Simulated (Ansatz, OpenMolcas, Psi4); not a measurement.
## Correcting a cheap level on O-containing molecules

The vertical ionisation energy (cation less neutral) in eV of 8 O-containing molecules: x at BHLYP/def2-TZVPP, y at CCSD(T)/def2-TZVPP. Shapes, held fixed at every level: PBE0-D4/def2-TZVP. Flexible molecules stand in one conformer, not always the lowest. Programs: Ansatz 0.2.0, OpenMolcas 26.06, Psi4 1.11. A level may come from different programs for different species; with the same settings they agree closely.

| molecule | x (eV) | y (eV) |
| --- | --- | --- |
| SrO (SMILES [O][Sr]) | 5.90 | 6.27 |
| HOI (hypoiodous acid) | 9.93 | 9.79 |
| SiH2O (oxosilane) | 10.42 | 10.84 |
| H3NO (hydroxylamine) | 10.45 | 10.54 |
| H2O2 (hydrogen peroxide) | 11.67 | 11.50 |
| B(OH)O (oxoborinic acid) | 12.09 | 12.39 |
| CHFO (formyl fluoride) | 12.38 | ? |
| NOF (nitrosyl fluoride) | 12.98 | 12.87 |

Fit y = c + s·x to the known rows and predict y for CHFO.


1. Means of the 7 rows: x = 10.4914, y = 10.600.
2. Σ(Δx)² = 31.541, Σ(Δx·Δy) = 29.892, so the slope is 29.892/31.541 = 0.94772.
3. Intercept: 10.600 − (0.94772) × 10.4914 = 0.657. The largest residual of the fit is 0.31.
4. CHFO: 0.657 + 0.94772 × 12.38 = 12.39 eV.

CCSD(T)/def2-TZVPP gives 12.57 eV, so the prediction is off by -0.18 eV, within the largest residual. Uncorrected, BHLYP/def2-TZVPP misses CHFO by -0.19 eV, and the other rows by 0.23 on average. The line doesn't help this one. Left out in turn, the other rows are missed by 0.23 eV on average, no better than no correction. Cations run unrestricted. T1 is large for SrO (0.038), SiH2O (0.022), so single-reference values are less sure there. For atoms past krypton def2 sets carry core potentials with scalar relativity. Outer-core shells of I, Sr are correlated, in sets that cover them unevenly.

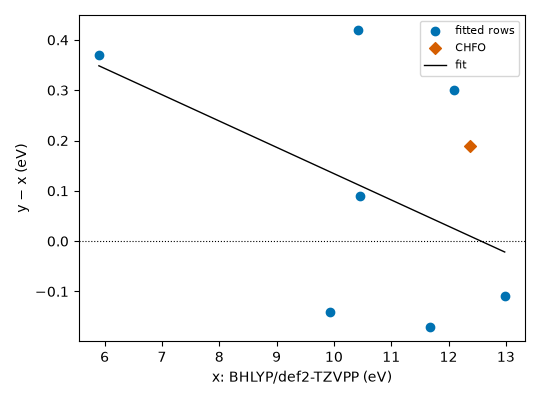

The correction y − x against x, with the fitted line and the withheld molecule.
